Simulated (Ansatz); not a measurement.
## Is Au-Ag-Au stack of (111) layers a stable metal?

Question: is the lattice of Au-Ag-Au stack of (111) layers stable, and if so, what are its coupling constant and resistivity?

Program: Ansatz 0.2.0. Level of theory: DFT PBE, scalar-relativistic, plane waves, PAW; PAW set soft_1. Results are calculated unless marked as measured.

## Step 1: Set-up

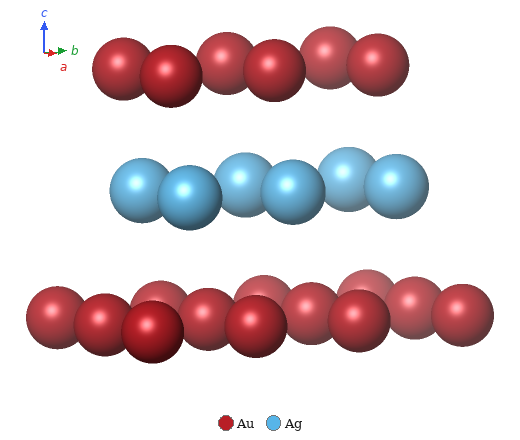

The cell as given, from the side, with the c axis up (gold red, silver blue). 2×3×1 cells are drawn. Some periodic images of atoms are drawn too.

The cell holds 3 atoms: 2 Au and 1 Ag. Its edges and angles: a = 2.892 Å, b = 2.892 Å, c = 15.723 Å, α = 90.0°, β = 90.0°, γ = 120.0°. Vacuum lies along c.

## Step 2: Relaxation

The structure is brought to rest under this functional.

Input file input.yaml:

```yaml
crystal:
  lattice:
    - [2.89207, 0.0, 0.0]
    - [-1.44603, 2.5046, 0.0]
    - [0.0, 0.0, 15.72273]
  atoms:
    - { symbol: Au, position: [0.0, 0.0, 0.34981213] }
    - { symbol: Ag, position: [0.33333333, 0.66666667, 0.5] }
    - { symbol: Au, position: [0.66666667, 0.33333333, 0.65018787] }
  periodic: [true, true, false]
kpoints:
  mp_grid: { grid: [12, 12, 1] }
hamiltonian:
  xc: pbe
  pseudopotentials: { kind: paw, azcp: { folder: soft_1 } }
scf:
  occupations: { method: gaussian, width: 0.1 }
output:
  forces: true
  stress: true
  eigenvalues: true
  write_density: true
  write_potential: true
  elf: true
  volumetric_format: npy
relax:
  adjacent_minimum: "off"
  f_tol: 0.005
  max_steps: 80
  cell: { stress_2d_tol: 0.02 }
```

On the command line:

```
$ ansatz run input.yaml --threads 8 --pin off --max-ram 20480MiB --backend cpu --events-out ev --progress --plain --runs-dir out
```

Numbers of over 12 decimals in the logs are rounded to 6 here.

The log of the run:

```text
Warning: crystal.periodic: the lattice vector that does not repeat stood 0.000° off the slab's normal, 15.723 Å along it as the deck builds it. The run solves the slab on a vector along the normal, 33.245 Å long, with every atom where it was (on the deck's vector they left 11.00 Å outside them, and the widest stretch free of ions among them is 2.36 Å). A fractional position that the run reports is one of the run's ce [...]
crystal.periodic: the lattice vector that does not repeat stood 0.000° off the slab's normal, 15.723 Å along it as the deck builds it. The run solves the slab on a vector along the normal, 33.245 Å long, with every atom where it was (on the deck's vector they left 11.00 Å outside them, and the widest stretch free of ions among them is 2.36 Å). A fractional position that the run reports is one of the run's cell, which [...]
Engine: ansatz 0.2.0, aarch64-unknown-linux-gnu
Pseudopotentials: kind: paw
Pseudopotential: Au, paw, valence charge 19, recommended cutoff 420 eV (normal), soft_1/Au.paw.azcp
Pseudopotential: Ag, paw, valence charge 19, recommended cutoff 420 eV (normal), soft_1/Ag.paw.azcp
Functional definition: PBE
  parameter kappa = 0.804
  parameter beta = 0.066725
  exchange = pbe_x(kappa = kappa, mu = beta*pi^2/3)
  correlation = pbe_c(beta = beta)
Crystal: 3 atoms, lattice volume = 240.813 Å³
Basis set: ecut = 420 eV, 4707 PW (Γ), exchange–correlation on 40×40×450 points (8 copies of the dense FFT grid, shifted against one another)
Bands: 35, of which v1, the nominal top of the filled ones, is band 29 counted from 1 (28 counted from 0)
Symmetry: 12 space group operations
Space group: P-3m1 (ITA 164), of the structure as read, at distance tolerance 6.2e-5 Å
k-points: 19 of 144
Non-local potential: Au, projectors of the file, l = 0: 3, l = 1: 2, l = 2: 2, l = 3: 1
Non-local potential: Ag, projectors of the file, l = 0: 3, l = 1: 2, l = 2: 2, l = 3: 1
PAW form: soft (Blöchl's): semilocal exchange-correlation on the pseudo side does not see the compensation charge
PAW one-centre angular grid: Au, 590 points (default); XC on 64 Gauss nodes
PAW one-centre angular grid: Ag, 590 points (default); XC on 64 Gauss nodes
Initial density: superposition of atomic densities (neutral atoms: chi_scale 0, normalization atom)
Initial wavefunctions: pseudopotential atomic-orbital guess
Functional: x = pbe(κ = 0.804, μ = 0.219515), c = pbe(β = 0.066725)
SCF iter   1: F=—  HF=-33893.283809 eV  |F-HF|=—  |Δ(HF+E_count)|=         —  Δρ=3.07e-2  dr2=2.58e0  ethr=3.10e-3  ⟨swp⟩=15.5  Hψ=4999  notcnv=0  defer=1
preconditioner: auto → LDOS  [metal: Δε(μ)=0.079 eV  Ē_g=8.660 eV  σ=0.100 eV  W_gap=0.37  n_scr=22 (ndim 8)  ℏωp=13.7 eV  f_vac=0.743  D(μ)=1.49/eV (n_scr^D=10)  β→1.0]
SCF iter   2: F=—  HF=-33893.213628 eV  |F-HF|=—  |Δ(HF+E_count)|=   7.02e-2  Δρ=3.23e-2  dr2=2.06e0  ethr=3.10e-3  ⟨swp⟩=3.4  Hψ=1822  notcnv=0  defer=28
SCF iter   3: F=—  HF=-33892.585722 eV  |F-HF|=—  |Δ(HF+E_count)|=   6.28e-1  Δρ=4.69e-3  dr2=5.13e-2  ethr=3.10e-3  ⟨swp⟩=3.2  Hψ=1563  notcnv=0  defer=30
SCF iter   4: F=—  HF=-33892.588997 eV  |F-HF|=—  |Δ(HF+E_count)|=   3.27e-3  Δρ=2.12e-3  dr2=1.20e-2  ethr=8.99e-5  ⟨swp⟩=3.1  Hψ=1587  notcnv=0  defer=29
SCF iter   5: F=—  HF=-33892.586867 eV  |F-HF|=—  |Δ(HF+E_count)|=   2.13e-3  Δρ=6.81e-4  dr2=1.74e-3  ethr=2.10e-5  ⟨swp⟩=3.5  Hψ=1400  notcnv=0  defer=29
SCF iter   6: F=—  HF=-33892.587056 eV  |F-HF|=—  |Δ(HF+E_count)|=   1.89e-4  Δρ=3.81e-4  dr2=4.25e-4  ethr=3.06e-6  ⟨swp⟩=3.2  Hψ=1475  notcnv=0  defer=29
SCF iter   7: F=—  HF=-33892.586946 eV  |F-HF|=—  |Δ(HF+E_count)|=   1.10e-4  Δρ=1.93e-4  dr2=1.07e-4  ethr=7.46e-7  ⟨swp⟩=3.3  Hψ=1334  notcnv=0  defer=29
SCF iter   8: F=—  HF=-33892.586942 eV  |F-HF|=—  |Δ(HF+E_count)|=   4.12e-6  Δρ=1.78e-4  dr2=5.72e-5  ethr=1.87e-7  ⟨swp⟩=2.9  Hψ=1412  notcnv=0  defer=29
SCF iter   9: F=—  HF=-33892.586896 eV  |F-HF|=—  |Δ(HF+E_count)|=   4.59e-5  Δρ=7.21e-5  dr2=8.92e-6  ethr=1.00e-7  ⟨swp⟩=3.0  Hψ=1455  notcnv=0  defer=29
SCF iter  10: F=—  HF=-33892.586893 eV  |F-HF|=—  |Δ(HF+E_count)|=   3.10e-6  Δρ=1.54e-5  dr2=5.06e-7  ethr=1.56e-8  ⟨swp⟩=3.5  Hψ=1539  notcnv=0  defer=29
iter 11 did not close the SCF: its close was put off until two iterations running show no level that it waits for move by more than its bar (scf_convergence_deferred on its scf_iter line)
SCF iter  11: F=-33892.586893 eV  HF=-33892.586893 eV  |F-HF|=2.11e-10  |Δ(HF+E_count)|=   1.73e-7  Δρ=9.39e-7  dr2=6.85e-9  ethr=1.75e-10  ⟨swp⟩=29.3  Hψ=7995  notcnv=0
iter 12 did not close the SCF: its close was put off until two iterations running show no level that it waits for move by more than its bar (scf_convergence_deferred on its scf_iter line)
SCF iter  12: F=-33892.586893 eV  HF=-33892.586893 eV  |F-HF|=5.09e-10  |Δ(HF+E_count)|=   4.15e-9  Δρ=4.26e-7  dr2=6.07e-10  ethr=1.20e-11  ⟨swp⟩=12.4  Hψ=5277  notcnv=0
SCF iter  13: F=-33892.586893 eV  HF=-33892.586893 eV  |F-HF|=1.02e-10  |Δ(HF+E_count)|=  3.71e-10  Δρ=1.03e-7  dr2=2.51e-11  ethr=1.07e-12  ⟨swp⟩=10.4  Hψ=5006  notcnv=0
SCF 1 converged in 13 iterations: F = -33892.586893 eV  dr2 = 2.51e-11
  greatest PAW one-centre occupation: 1.001 electrons in one spin orbital (limit 2), on the Ag atom at site 1 (counted from 0), in its partial waves of l = 0
relax step   1: F+E_penalty+E_count = -33892.58689270 eV  Δ(F+E_penalty+E_count) = +0.000e0 eV  max|allowed force component| = 2.341e-1 eV/Å  Δτ_max = 0.0000 Å  P = -1.739 N/m  Ω = 240.813 Å³  fix = [c, alpha, beta]  reactions: c -0.000 N/m  (13 SCF iters, dr2 threshold 1.00e-7 eV, accepted)
Crystal: 3 atoms, lattice volume = 233.893 Å³
Basis set: ecut = 420 eV, 4587 PW (Γ), exchange–correlation on 40×40×450 points (8 copies of the dense FFT grid, shifted against one another)
Initial density: handed on by an earlier stage of this run
Initial wavefunctions: those handed on with the density
iter 1 solved again at ethr=6.60e-5 eV; its pass at ethr=3.10e-3 eV (dr2=3.76e-2 eV) is discarded
SCF iter   1: F=—  HF=-33892.655814 eV  |F-HF|=—  |Δ(HF+E_count)|=         —  Δρ=4.79e-3  dr2=3.85e-2  ethr=6.60e-5  ⟨swp⟩=3.5  Hψ=5126  notcnv=0
preconditioner: auto → LDOS  [insulator: Δε(μ)=0.242 eV  Ē_g=9.184 eV  σ=0.100 eV  W_gap=0.51  n_scr=22 (ndim 8)  ℏωp=13.9 eV  f_vac=0.734  D(μ)=0.50/eV (n_scr^D=6)  ε∞_Penn≈3.3  β→1.0]
SCF iter   2: F=—  HF=-33892.663893 eV  |F-HF|=—  |Δ(HF+E_count)|=   8.08e-3  Δρ=3.31e-3  dr2=9.07e-2  ethr=6.60e-5  ⟨swp⟩=2.8  Hψ=1423  notcnv=0  recentre
SCF iter   3: F=—  HF=-33892.646043 eV  |F-HF|=—  |Δ(HF+E_count)|=   1.78e-2  Δρ=1.32e-3  dr2=3.64e-3  ethr=6.60e-5  ⟨swp⟩=3.1  Hψ=1629  notcnv=0
[...]
iter 1 solved again at ethr=8.94e-6 eV; its pass at ethr=3.10e-3 eV (dr2=5.09e-3 eV) is discarded
SCF iter   1: F=—  HF=-33892.635021 eV  |F-HF|=—  |Δ(HF+E_count)|=         —  Δρ=1.58e-3  dr2=5.36e-3  ethr=8.94e-6  ⟨swp⟩=4.8  Hψ=5201  notcnv=0
preconditioner: auto → LDOS  [insulator: Δε(μ)=0.232 eV  Ē_g=9.430 eV  σ=0.100 eV  W_gap=0.55  n_scr=22 (ndim 8)  ℏωp=14.2 eV  f_vac=0.732  D(μ)=0.54/eV (n_scr^D=6)  ε∞_Penn≈3.3  β→1.0]
SCF iter   2: F=—  HF=-33892.636379 eV  |F-HF|=—  |Δ(HF+E_count)|=   1.36e-3  Δρ=1.85e-3  dr2=9.45e-3  ethr=8.94e-6  ⟨swp⟩=3.1  Hψ=1526  notcnv=0
SCF iter   3: F=—  HF=-33892.633713 eV  |F-HF|=—  |Δ(HF+E_count)|=   2.67e-3  Δρ=2.48e-4  dr2=1.04e-4  ethr=8.94e-6  ⟨swp⟩=2.7  Hψ=1264  notcnv=0
SCF iter   4: F=—  HF=-33892.633677 eV  |F-HF|=—  |Δ(HF+E_count)|=   3.57e-5  Δρ=1.61e-4  dr2=6.14e-5  ethr=1.83e-7  ⟨swp⟩=3.5  Hψ=1677  notcnv=0
SCF iter   5: F=—  HF=-33892.633662 eV  |F-HF|=—  |Δ(HF+E_count)|=   1.50e-5  Δρ=2.88e-5  dr2=7.58e-7  ethr=1.08e-7  ⟨swp⟩=2.9  Hψ=1180  notcnv=0
SCF iter   6: F=—  HF=-33892.633663 eV  |F-HF|=—  |Δ(HF+E_count)|=   8.32e-7  Δρ=1.05e-5  dr2=3.54e-7  ethr=5.26e-10  ⟨swp⟩=24.4  Hψ=8457  notcnv=0
iter 7 did not close the SCF: its close was put off until two iterations running show no level that it waits for move by more than its bar (scf_convergence_deferred on its scf_iter line)
SCF iter   7: F=-33892.633663 eV  HF=-33892.633663 eV  |F-HF|=4.86e-9  |Δ(HF+E_count)|=  7.42e-10  Δρ=4.35e-6  dr2=2.23e-8  ethr=5.26e-10  ⟨swp⟩=17.2  Hψ=6276  notcnv=0
SCF iter   8: F=-33892.633663 eV  HF=-33892.633663 eV  |F-HF|=5.14e-9  |Δ(HF+E_count)|=  2.18e-11  Δρ=1.60e-6  dr2=2.23e-9  ethr=3.92e-11  ⟨swp⟩=11.9  Hψ=5707  notcnv=0
SCF 3 converged in 8 iterations: F = -33892.633663 eV  dr2 = 2.23e-9
relax step   3: F+E_penalty+E_count = -33892.63366321 eV  Δ(F+E_penalty+E_count) = +1.175e-2 eV  max|allowed force component| = 1.695e-2 eV/Å  Δτ_max = 0.0208 Å  P = +3.407 N/m  Ω = 225.589 Å³  energy of the carried Pulay correction = +1.449e-3 eV  fix = [c, alpha, beta]  (8 SCF iters, dr2 threshold 3.00e-7 eV, rejected (line search))
[...]
relax step   4: F+E_penalty+E_count = -33892.64974289 eV  Δ(F+E_penalty+E_count) = -4.330e-3 eV  max|allowed force component| = 2.512e-3 eV/Å  Δτ_max = 0.0020 Å  P = -0.121 N/m  Ω = 231.316 Å³  energy of the carried Pulay correction = +8.851e-4 eV  fix = [c, alpha, beta]  reactions: c -0.000 N/m  (12 SCF iters, accepted)
[...]
relax step   5: F+E_penalty+E_count = -33892.64979965 eV  Δ(F+E_penalty+E_count) = -5.676e-5 eV  max|allowed force component| = 1.033e-3 eV/Å  Δτ_max = 0.0023 Å  P = +0.005 N/m  Ω = 231.056 Å³  energy of the carried Pulay correction = +9.102e-4 eV  fix = [c, alpha, beta]  reactions: c +0.000 N/m  (6 SCF iters, dr2 threshold 1.68e-8 eV, accepted)
Initial wavefunctions: pseudopotential atomic-orbital guess (no wavefunctions were taken with the density)
iter 1 solved again at ethr=5.42e-7 eV; its pass at ethr=3.10e-3 eV (dr2=3.09e-4 eV) is discarded
SCF iter   1: F=—  HF=-33892.648875 eV  |F-HF|=—  |Δ(HF+E_count)|=         —  Δρ=5.33e-5  dr2=1.12e-6  ethr=5.42e-7  ⟨swp⟩=5.6  Hψ=7843  notcnv=0
preconditioner: auto → LDOS  [insulator: Δε(μ)=0.238 eV  Ē_g=9.312 eV  σ=0.100 eV  W_gap=0.51  n_scr=22 (ndim 8)  ℏωp=14.0 eV  f_vac=0.733  D(μ)=0.50/eV (n_scr^D=6)  ε∞_Penn≈3.3  β→1.0]
SCF iter   2: F=—  HF=-33892.648853 eV  |F-HF|=—  |Δ(HF+E_count)|=   2.21e-5  Δρ=2.85e-5  dr2=1.45e-6  ethr=1.96e-9  ⟨swp⟩=4.3  Hψ=1953  notcnv=0
SCF iter   3: F=—  HF=-33892.648853 eV  |F-HF|=—  |Δ(HF+E_count)|=   3.76e-7  Δρ=1.38e-5  dr2=3.82e-7  ethr=1.96e-9  ⟨swp⟩=2.7  Hψ=1329  notcnv=0
SCF iter   4: F=—  HF=-33892.648852 eV  |F-HF|=—  |Δ(HF+E_count)|=   9.39e-8  Δρ=3.72e-6  dr2=2.72e-8  ethr=6.70e-10  ⟨swp⟩=3.6  Hψ=1485  notcnv=0
SCF iter   5: F=—  HF=-33892.648852 eV  |F-HF|=—  |Δ(HF+E_count)|=   4.29e-9  Δρ=6.70e-7  dr2=7.00e-10  ethr=4.78e-11  ⟨swp⟩=3.4  Hψ=1466  notcnv=0
SCF iter   6: F=—  HF=-33892.648852 eV  |F-HF|=—  |Δ(HF+E_count)|=   1.09e-9  Δρ=1.68e-7  dr2=4.97e-11  ethr=1.23e-12  ⟨swp⟩=3.5  Hψ=1582  notcnv=0
SCF iter   7: F=—  HF=-33892.648852 eV  |F-HF|=—  |Δ(HF+E_count)|=  3.86e-10  Δρ=4.54e-8  dr2=5.11e-12  ethr=1.00e-12  ⟨swp⟩=1.5  Hψ=769  notcnv=0
SCF iter   8: F=-33892.648852 eV  HF=-33892.648852 eV  |F-HF|=2.91e-11  |Δ(HF+E_count)|=  8.00e-11  Δρ=2.98e-8  dr2=1.90e-12  ethr=1.00e-12  ⟨swp⟩=15.3  Hψ=4846  notcnv=0
SCF 6 converged in 8 iterations: F = -33892.648852 eV  dr2 = 1.90e-12
relax step   6: F+E_penalty+E_count = -33892.64885241 eV  Δ(F+E_penalty+E_count) = +9.472e-4 eV  max|allowed force component| = 9.911e-4 eV/Å  Δτ_max = 0.0000 Å  P = +0.009 N/m  Ω = 231.056 Å³  fix = [c, alpha, beta]  reactions: c +0.000 N/m  stress off target by 8.78e-3 N/m on what of the cell is left free  SCF on the basis re-selected at this cell (its energy is not comparable with the rows above)  (8 SCF iters)
basis re-selected at this cell: Δ(F+E_penalty+E_count) = +9.472e-4 eV, ΔP = +0.004 N/m vs the last step (what re-selecting the basis moved, of the pressure what is left beyond the Pulay correction that the steps carried, after the strain that the cell walked since its last selection, with what the two solves' SCF thresholds leave and, on support functions, any second-order correction that the steps lacked; it is no m [...]
SCF converged after 8 iterations
Free energy (F): -33892.648852 eV
Harris-Foulkes:  -33892.648852 eV  (|F-HF|=2.91e-11)
Internal energy: -33892.646360 eV  (E = F + TS)
E sigma→0 (E₀):  -33892.647606 eV
Entropy (-TS):   -0.002493 eV (-0.831 meV/atom)
Fermi energy:    -5.138677 eV
--- Per-component energies (eV) ---
  E_band       = -2039.588306
  E_kinetic    = 1622.502922
  E_local      = -255631.740088  (includes V_loc(G=0)·N_el)
  E_nonlocal   = 227.460466
  E_hartree    = 126879.042440
  E_xc         = -588.357214
  E_vxc        = -722.343840  (∫ρ·V_xc dr)
  E_paw        = -23419.019179  (= ΣΔE_a)
  E_vpaw       = -1293.556610  (= ΣTr[D̂ρ^β])
  E_aug_tail   = 0.003642  (compensation charges beyond the density's cutoff)
  E_ewald      = 117017.460652
  E_smearing   = -0.002493  (= −TS)
  E_closure    = -0.000000  (closes the sum)
  Σ components = -33892.648852   (vs F -33892.648852, Δ=0.00e0)
--- Forces (eV/Å), atoms counted from 1 ---
  atom   1  Au    -0.00000000     0.00000000     0.00099111
  atom   2  Ag    -0.00000000    -0.00000000     0.00000000
  atom   3  Au     0.00000000    -0.00000000    -0.00099111
  max |Σ_I F_I| component: 9.25e-18 eV/Å
--- 2D stress c σ (N/m, compression-positive) ---
        0.008780      -0.000000      -0.000000
       -0.000000       0.008780      -0.000000
       -0.000000      -0.000000       0.000000
  P = ½ c Tr σ = 0.0088 N/m
--- Band table (eV; the first three rows and the last of 19) ---
  k-point 0: bands = [... 25 lower, -7.4935, -7.4935, -7.3667, -7.3667, -6.8328, -5.0316, -0.7200 (-0.7217°), -0.1386 (-0.1716°), ... 2 higher]
  k-point 1: bands = [... 25 lower, -7.8590, -7.7026, -7.5209, -7.3886, -6.4339, -4.5074, -0.5796 (-0.5810°), 0.0390 (0.0054°), ... 2 higher]
  k-point 2: bands = [... 25 lower, -8.3306, -8.0582, -7.6002, -7.4428, -5.8235, -3.3845, -0.1515 (-0.1525°), 0.5705 (0.5352°), ... 2 higher]
  k-point 18: bands = [... 25 lower, -7.6969, -7.6969, -1.7635, -1.7635, -0.4669, 0.2637, 0.2637, 0.5886, ... 2 higher]
  ° read free of the cell's end (the report's vacuum.weakly_bound_levels)
--- Relaxed structure (5 steps of the walk, 4 accepted, 1 SCFs on fresh bases) ---
  F+E_penalty+E_count = -33892.64885241 eV   max|allowed force component| = 9.911e-4 eV/Å   (the final SCF, on the basis selected at the relaxed cell)
  cell:  # Å, volume = 231.0563 Å³
    - [2.832875, -2.827669133918057e-6, 0]
    - [-1.416435, 2.453344, 0]
    - [0, 0, 33.245453]
  atoms:
    - { symbol: Au, position: [1.0790918866410515e-18, -1.0790881554335335e-18, 0.161043] }
    - { symbol: Ag, position: [0.333333, 0.666667, 0.236464] }
    - { symbol: Au, position: [0.666667, 0.333333, 0.311886] }
```

Wall time 22 s (8 threads of Arm Neoverse N1, shared host); peak memory 0.8 GiB; 2.7 min of CPU time.

The steps of the relaxation:

| step | energy less that of the first step (eV) | largest force component (eV/Å) | volume (Å³) |
| --- | --- | --- | --- |
| 1 | 0.0000 | 0.2341 | 240.81 |
| 2 | -0.0585 | 0.0222 | 233.89 |
| 3 | -0.0468 | 0.0170 | 225.59 |
| 4 | -0.0629 | 0.0025 | 231.32 |
| 5 | -0.0629 | 0.0010 | 231.06 |
| 6* | -0.0620 | 0.0010 | 231.06 |

Relaxation steps marked * repeat the geometry before them on a plane-wave basis chosen anew for their cell, so energy and pressure can jump there. Relaxation step 3 was tried and not accepted.

Forces are held to the 12 operations that the run works with; a distortion that breaks them can't arise in this run.

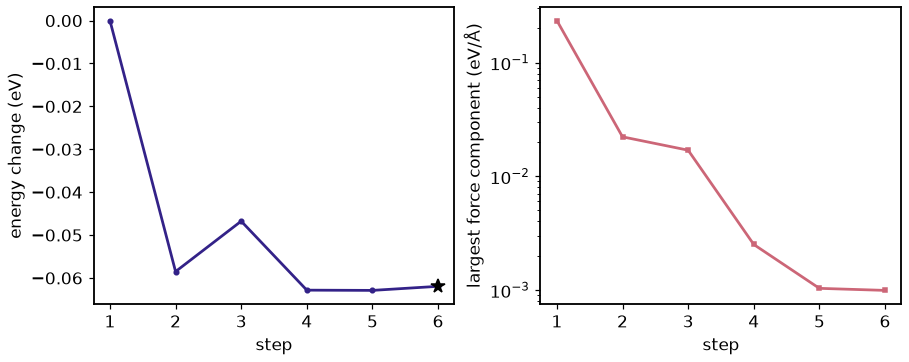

Energy and largest force along the relaxation. Stars mark steps on a basis chosen anew.

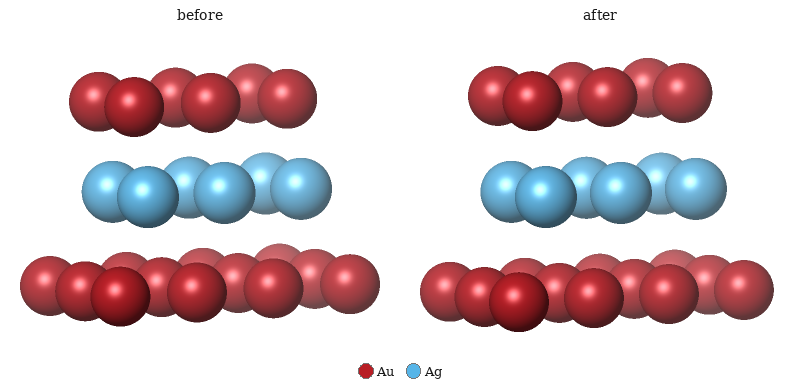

The structure before and after the relaxation, drawn at the same scale.

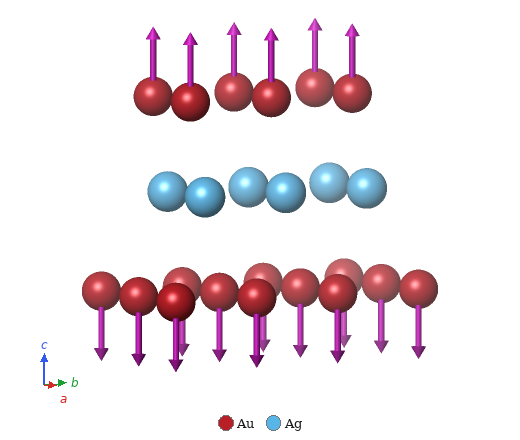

Displacements in the relaxation, exaggerated, measured against the changing cell; the longest in the cell stands for 0.15 Å. 2×3×1 cells are drawn. Some periodic images of atoms are drawn too.

| cell as run | before | after | change |
| --- | --- | --- | --- |
| a (Å) | 2.892 | 2.833 | -2.0 % |
| b (Å) | 2.892 | 2.833 | -2.0 % |

The atoms that moved most (Å, along periodic axes as changes of fractional coordinates times the final cell, across vacuum about the mean position):

| atom | dx | dy | dz | length |
| --- | --- | --- | --- | --- |
| Au3 | 0.000 | 0.000 | 0.146 | 0.146 |
| Au1 | 0.000 | 0.000 | -0.146 | 0.146 |

The relaxed structure:

```xyz
3
Lattice="2.8329 0.0000 0.0000 -1.4164 2.4533 0.0000 0.0000 0.0000 33.2455" Properties=species:S:1:pos:R:3
Au    0.0000    0.0000    5.3539
Ag    0.0000    1.6356    7.8614
Au    1.4164    0.8178   10.3688
```

Numbers from this step:

- metallic on mesh: yes
- gap on the k-mesh: 0 eV

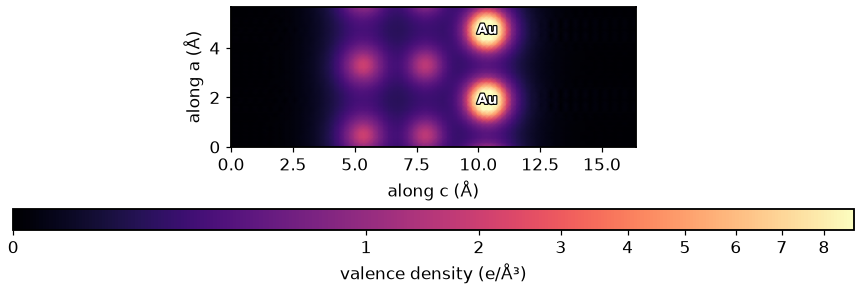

Valence density in the ca plane at fractional y = 0.333, with atoms of Au within 0.2 Å of it. It is the smooth field of the valence electrons, not physical close to the nuclei. The colour scale is stretched toward low values. The far vacuum is left out of the map.

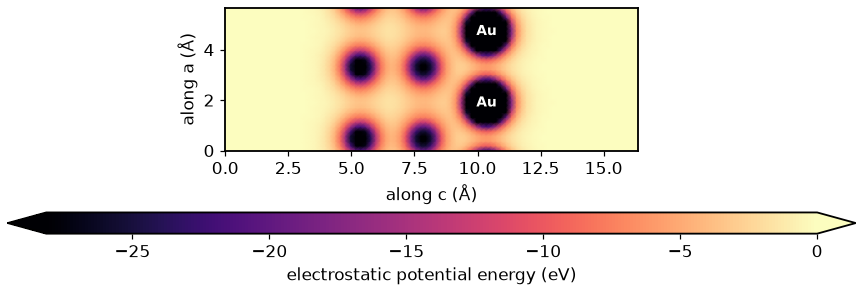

Electrostatic potential energy in the ca plane at fractional y = 0.333, with atoms of Au within 0.2 Å of it. With pseudopotentials it is smooth inside the atoms' cores, unlike the true potential. The far vacuum is left out of the map.

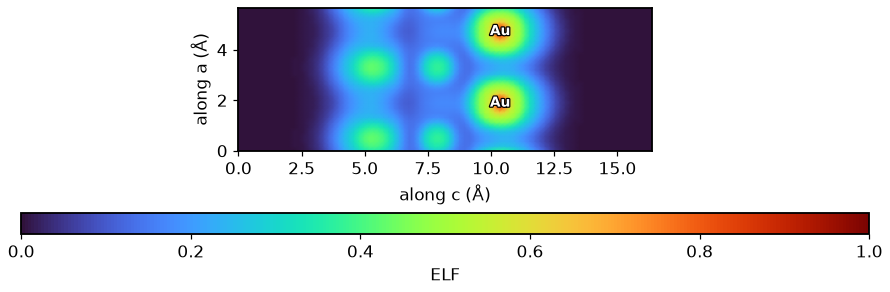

ELF in the ca plane at fractional y = 0.333, with atoms of Au within 0.2 Å of it. It is the smooth field of the valence electrons, not physical close to the nuclei. The far vacuum is left out of the map.

The relaxation ends with a largest force component of 9.9e-4 eV/Å.

(Continued in part 2 of 3.)

[Logs are printed without paths, hosts, clocks, repeated set-up lines and the standing remarks that a program may print on its own settings, such as how far it seeks lower states.]

[Hosts, paths, dates, database ids (printed as entryN), source tags and the programs' standing remarks are cut or masked in the printed files.]
